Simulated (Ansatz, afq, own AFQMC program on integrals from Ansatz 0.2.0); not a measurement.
# BGeH3 (triplet): quantum Monte Carlo beside coupled cluster, cc-pVTZ, part 2 of 2

Ansatz 0.2.0, Gaussian basis, and an in-house AFQMC program (afq) on its integrals; all values are calculated; cc-pVTZ, frozen cores. Earlier steps stand in the parts before.

## (9) wB97M-V (unrestricted)

File in.yaml:

```yaml
crystal:
  periodic: [false, false, false]
  atoms:
    - {symbol: Ge, position_ang: [-0.028829, 0.000000, 0.253578]}
    - {symbol: B, position_ang: [0.133521, -0.000001, -1.626959]}
    - {symbol: H, position_ang: [0.414348, 1.276988, 0.971352]}
    - {symbol: H, position_ang: [0.414348, -1.276987, 0.971353]}
    - {symbol: H, position_ang: [-0.183192, -0.000001, -2.767032]}
basis:
  gaussian: {orbitals: cc-pVTZ}
magnetization: {spin_polarized: true, initial_magnetization: 2}
hamiltonian: {xc: {name: wB97M-V}}
output: {orbitals: {seedname: orbitals}}
```

Launch:

```sh
$ ansatz run in.yaml --threads 1 --pin off --events-out ev --progress --plain --max-ram 5632MiB --backend cpu
```

Standard output (excerpt; [...] marks lines left out):

```text
Functional definition: wB97M-V
  name "wB97M-V"
  cite "Mardirossian & Head-Gordon, J. Chem. Phys. 144, 214110 (2016) doi:10.1063/1.4952647"
  cite "Becke, J. Chem. Phys. 107, 8554 (1997) doi:10.1063/1.475007"
  cite "Vydrov & Van Voorhis, J. Chem. Phys. 133, 244103 (2010) doi:10.1063/1.3521275"
  # Of w^i u^j: cxij and so on, Table III.
[...]
  gx(w, u) = 1 - cx + cx01*u + cx10*w
  gss(w, u) = css00 + css04*u^4 + css10*w + css20*w^2 + css43*w^4*u^3
  gos(w, u) = cos00 + cos10*w + (cos20 + cos21*u)*w^2 + (cos60 + cos61*u)*w^6
[...]
      + integral(e_c_pw_mod_opposite_spin*gos(b97_w_opposite, b97_u_opposite)) + vv10(b, c)
799 factors; their error is unknown
173 factors; integrals over basis functions are off by at most 2.2e-5 eV
[...]
mean field -57236.61765424 eV, -2103.4069024206 hartree, gradient 5.6e-5 eV, S^2 2.004445; 1 other end points of the search recorded, 0 dependent functions left out
reference -57236.61769615 eV, -2103.4069039606 hartree; 21, 19 occupied and 94, 96 virtual orbitals, 799 factors
Total energy: -57236.61769615 eV, -2103.4069039606 hartree
```

It took 11 s on 1 thread of AMD EPYC 7R13 (Zen 3), shared host; peak memory 1.9 GiB.

From the report: ⟨S²⟩ of the determinant 2.004 (pure triplet: 2.00).

## (10) B2PLYP (unrestricted)

Edit in.yaml of step 9 so:

```diff
@@ -11,3 +11,3 @@
 magnetization: {spin_polarized: true, initial_magnetization: 2}
-hamiltonian: {xc: {name: wB97M-V}}
-output: {orbitals: {seedname: orbitals}}
+hamiltonian: {xc: {name: B2PLYP}}
+correlation: {electrons: outside_noble_gas}
```

The command is unchanged.

Standard output (excerpt; [...] marks lines left out):

```text
Functional definition: B2PLYP
  name "B2PLYP"
  cite "Grimme, J. Chem. Phys. 124, 034108 (2006) doi:10.1063/1.2148954"
  cite "Becke, Phys. Rev. A 38, 3098 (1988) doi:10.1103/PhysRevA.38.3098"
  cite "Lee, Yang & Parr, Phys. Rev. B 37, 785 (1988) doi:10.1103/PhysRevB.37.785"
[...]
683 factors; integrals over basis functions are off by at most 9.9e-4 eV
[...]
mean field -57226.70350847 eV, -2103.0425642833 hartree, gradient 7.9e-6 eV, S^2 2.011344; 2 other end points of the search recorded, 0 dependent functions left out
15 core orbitals not correlated: weight in the atoms' cores, before any rotation towards them, 0.999 or more for the frozen orbitals, at most 0.001 for the correlated occupied ones
reference -57226.70365065 eV, -2103.0425695085 hartree; 6, 4 occupied and 94, 96 virtual orbitals, 683 factors
second order -6.11521625 eV of doubles, -0.00000000 eV of singles
Total energy: -57228.35475904 eV, -2103.1032466226 hartree
```

Wall time 4.6 s (1 thread of AMD EPYC 7R13 (Zen 3), shared host); peak memory 1.9 GiB.

From the report: ⟨S²⟩ of the determinant 2.011 (pure triplet: 2.00).

## (11) Phaseless AFQMC, CISD trial on UHF

It reads the integrals that the CCSD(T) run on this determinant wrote.

Launch:

```sh
$ afq ham --method phaseless --trial cisd --walkers 400 --populations 10 --least-time 60 --time-step 0.005 --steps-per-block 50 --equilibration-blocks 28 --max-blocks 4000 --target-error 0.00019 --factor-cut 1e-05 --start spin_pure --seed 2589 --release-times 0.24,0.51,0.99,1.62,2.4 --release-step 0.03 --release-every 3 --taylor-order 6
```

Standard output:

```text
orbitals 100  electrons 6 4  factors 639 of 683
reference energy -2101.71844509 Eh
CCSD correlation -0.21401018 Eh in 12 cycles, weight of the determinant in the CISD state 0.8815
energy of the start -2101.931648 Eh
 block  time / (1/Eh)  mean weight  energy / Eh
     1     0.250  1.0002  -2101.929753
     2     0.500  1.0001  -2101.931090
     3     0.750  1.0004  -2101.932474
     4     1.000  0.9999  -2101.934384
     5     1.250  0.9994  -2101.935732
     6     1.500  1.0015  -2101.936469
     7     1.750  0.9987  -2101.937898
     8     2.000  1.0003  -2101.937471
     9     2.250  0.9995  -2101.937820
    10     2.500  0.9999  -2101.938327
    15     3.750  1.0007  -2101.941067
    22     5.500  0.9994  -2101.940242
    29     7.250  1.0006  -2101.939280
    36     9.000  0.9997  -2101.941531
    43    10.750  0.9998  -2101.940561
    50    12.500  0.9999  -2101.942825
    57    14.250  0.9993  -2101.940579
    64    16.000  1.0000  -2101.942366
    71    17.750  0.9997  -2101.942230
    78    19.500  1.0003  -2101.939005
    85    21.250  1.0002  -2101.942661
    92    23.000  1.0001  -2101.941618
    99    24.750  1.0002  -2101.942395
   106    26.500  1.0004  -2101.940567
   113    28.250  0.9995  -2101.939862
   120    30.000  0.9991  -2101.940867
   127    31.750  1.0003  -2101.940653
   134    33.500  1.0001  -2101.940020
   141    35.250  1.0002  -2101.941131
   148    37.000  1.0000  -2101.942001
   155    38.750  0.9994  -2101.939745
   162    40.500  0.9993  -2101.938673
   169    42.250  1.0003  -2101.940928
   176    44.000  1.0004  -2101.940226
   183    45.750  0.9996  -2101.940411
   190    47.500  0.9991  -2101.940039
   197    49.250  1.0002  -2101.939460
   204    51.000  1.0007  -2101.940336
   211    52.750  0.9991  -2101.940871
   218    54.500  1.0001  -2101.940453
   225    56.250  1.0000  -2101.941487
   232    58.000  1.0002  -2101.939070
   239    59.750  1.0011  -2101.939734
   246    61.500  1.0007  -2101.942918
   253    63.250  0.9998  -2101.940855
   260    65.000  1.0004  -2101.938062
   267    66.750  1.0003  -2101.940291
   274    68.500  1.0001  -2101.939037
   281    70.250  0.9995  -2101.942555
   288    72.000  1.0002  -2101.941644
   295    73.750  0.9999  -2101.941106
error from the spread of 10 populations
released: time / (1/Eh)  energy / Eh  error  mean overlap
  0.24  -2101.940793  0.000155  0.9970
  0.51  -2101.940896  0.000127  1.0014
  0.99  -2101.941244  0.000158  0.9904
  1.62  -2101.941481  0.000145  0.9742
  2.40  -2101.941618  0.000210  0.9578
energy -2101.940662 +/- 0.000185 Eh
```

Wall time 3.4 min (1 × NVIDIA H100 80GB HBM3 with 2 threads of AMD EPYC 7R13 (Zen 3), shared host); peak host memory 1.9 GiB.

Energy -57196.7192 ± 0.0050 eV. Caveats: constraint bias not in the error.

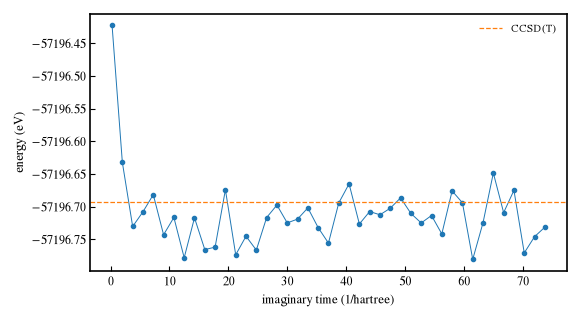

Block energies along the walk.

## (12) Phaseless AFQMC, single-determinant trial on UHF

It reads the integrals that the CCSD(T) run on this determinant wrote.

Launch:

```sh
$ afq ham --method phaseless --trial hf --walkers 400 --populations 10 --least-time 40 --time-step 0.005 --steps-per-block 20 --equilibration-blocks 112 --max-blocks 4000 --target-error 0.0009500000000000001 --factor-cut 1e-05 --start spin_pure --seed 6619 --taylor-order 6
```

Standard output:

```text
orbitals 100  electrons 6 4  factors 639 of 683
reference energy -2101.71844509 Eh
CCSD correlation -0.21401018 Eh in 12 cycles, weight of the determinant in the CISD state 0.8815
energy of the start -2101.718793 Eh
 block  time / (1/Eh)  mean weight  energy / Eh
     1     0.100  1.0013  -2101.763833
     2     0.200  1.0017  -2101.798307
     3     0.300  1.0015  -2101.822653
     4     0.400  1.0011  -2101.843114
     5     0.500  1.0004  -2101.856429
     6     0.600  1.0016  -2101.865550
     7     0.700  1.0009  -2101.874749
     8     0.800  1.0011  -2101.884247
     9     0.900  1.0004  -2101.891937
    10     1.000  1.0008  -2101.894392
    13     1.300  1.0007  -2101.909885
    25     2.500  1.0002  -2101.934918
    37     3.700  0.9993  -2101.936679
    49     4.900  1.0001  -2101.937827
    61     6.100  1.0003  -2101.949394
    73     7.300  1.0001  -2101.936680
    85     8.500  1.0002  -2101.941275
    97     9.700  0.9999  -2101.937570
   109    10.900  0.9999  -2101.955394
   121    12.100  1.0005  -2101.958047
   133    13.300  0.9980  -2101.951801
   145    14.500  0.9996  -2101.942440
   157    15.700  0.9995  -2101.937417
   169    16.900  0.9994  -2101.940204
   181    18.100  1.0001  -2101.936855
   193    19.300  0.9998  -2101.953202
   205    20.500  0.9995  -2101.943149
   217    21.700  1.0008  -2101.948278
   229    22.900  0.9997  -2101.945965
   241    24.100  1.0002  -2101.939734
   253    25.300  1.0008  -2101.933081
   265    26.500  1.0010  -2101.933376
   277    27.700  1.0007  -2101.950000
   289    28.900  1.0002  -2101.935322
   301    30.100  1.0005  -2101.942463
   313    31.300  1.0000  -2101.936056
   325    32.500  0.9995  -2101.947208
   337    33.700  1.0002  -2101.950870
   349    34.900  1.0003  -2101.938958
   361    36.100  0.9997  -2101.947213
   373    37.300  0.9995  -2101.936313
   385    38.500  1.0000  -2101.946338
   397    39.700  1.0002  -2101.938945
   409    40.900  1.0003  -2101.940466
   421    42.100  0.9999  -2101.943930
   433    43.300  1.0007  -2101.940550
   445    44.500  0.9997  -2101.947724
   457    45.700  0.9998  -2101.935934
   469    46.900  0.9987  -2101.944354
   481    48.100  1.0004  -2101.944273
error from the spread of 10 populations
energy -2101.942203 +/- 0.001147 Eh
```

Wall time 86 s (1 × NVIDIA H100 80GB HBM3 with 2 threads of AMD EPYC 7R13 (Zen 3), shared host); peak host memory 1.9 GiB.

Energy -57196.7611 ± 0.0312 eV. Caveats: constraint bias not in the error.

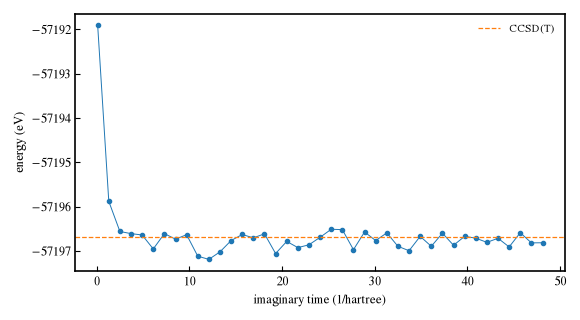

Block energies along the walk.

## (13) Free-projection AFQMC, CISD trial on UHF

It reads the integrals that the CCSD(T) run on this determinant wrote.

Launch:

```sh
$ afq ham --method free --trial cisd --walkers 400 --time-step 0.03 --max-blocks 4000 --target-error 0.00038 --factor-cut 1e-05 --seed 5038 --times 0,0.21,0.42,0.81,1.2,1.8,2.4,3 --taylor-order 8
```

Standard output:

```text
orbitals 100  electrons 6 4  factors 639 of 683
reference energy -2101.71844509 Eh
CCSD correlation -0.21401018 Eh in 12 cycles, weight of the determinant in the CISD state 0.8815
repeat  energy at the last time / Eh  error
    10  -2101.940545  0.000629
    20  -2101.941123  0.000414
    30  -2101.941186  0.000306
time / (1/Eh)  energy / Eh  error  mean overlap
  0.00  -2101.932473  0.000051  1.1347
  0.21  -2101.936158  0.000079  1.1340
  0.42  -2101.938000  0.000090  1.1311
  0.81  -2101.939472  0.000130  1.1352
  1.20  -2101.940210  0.000101  1.1390
  1.80  -2101.940714  0.000179  1.1362
  2.40  -2101.940946  0.000161  1.1377
  3.00  -2101.941182  0.000295  1.1369
energy -2101.941182 +/- 0.000295 Eh
```

Wall time 37 s (1 × NVIDIA H100 80GB HBM3 with 2 threads of AMD EPYC 7R13 (Zen 3), shared host); peak host memory 1.9 GiB.

Energy -57196.7334 ± 0.0080 eV. Caveats: remainder of the start not in the error.

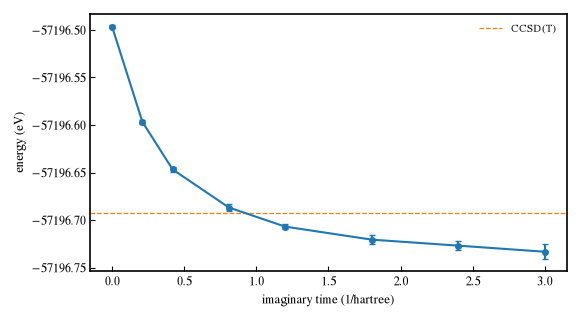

Energy against projection time, with error bars.

## (14) AFQMC on the ladder

On the UHF determinant, counted from CCSD(T) (a yardstick, not exact):

| level | energy (eV) | from CCSD(T) (kJ/mol) | statistical error (kJ/mol) | time |
| --- | --- | --- | --- | --- |
| HF | -57190.6724 | +580.9 |  |  |
| MP2 | -57195.5289 | +112.3 |  |  |
| CCSD | -57196.4959 | +19.0 |  |  |
| CCSD(T) | -57196.6928 | 0.0 |  |  |
| Phaseless AFQMC, CISD trial, step 0.005, 400 walkers | -57196.7192 | -2.5 | 0.5 | 3.4 min |
| Phaseless AFQMC, single-determinant trial, step 0.005, 400 walkers | -57196.7611 | -6.6 | 3.0 | 86 s |
| Free-projection AFQMC, CISD trial, step 0.03, 400 walkers | -57196.7334 | -3.9 | 0.8 | 37 s |

The functionals' totals stand on their own zeros and serve differences with other points: PBE -57230.595 eV; r2SCAN -57239.870 eV; PBE0 -57232.355 eV; B3LYP -57242.024 eV; wB97M-V -57236.618 eV; B2PLYP -57228.355 eV.

## (15) What came out

The summary covers parts 1 to 2.

| quantity | value |
| --- | --- |
| Phaseless AFQMC, CISD trial on UHF from CCSD(T) | -2.5 ± 0.5 kJ/mol |
| Phaseless AFQMC, single-determinant trial on UHF from CCSD(T) | -6.6 ± 3.0 kJ/mol |
| Free-projection AFQMC, CISD trial on UHF from CCSD(T) | -3.9 ± 0.8 kJ/mol |

What this shows: On UHF the phaseless walk with the CISD trial lies -2.5 kJ/mol from CCSD(T), 5 times its error bar. Free projection has no constraint; at the last time it gives -3.9 ± 0.8 kJ/mol, and from a start that isn't spin pure other spins can mix in. Error bars are statistical and leave out the constraint, the time step and what remains of the start.
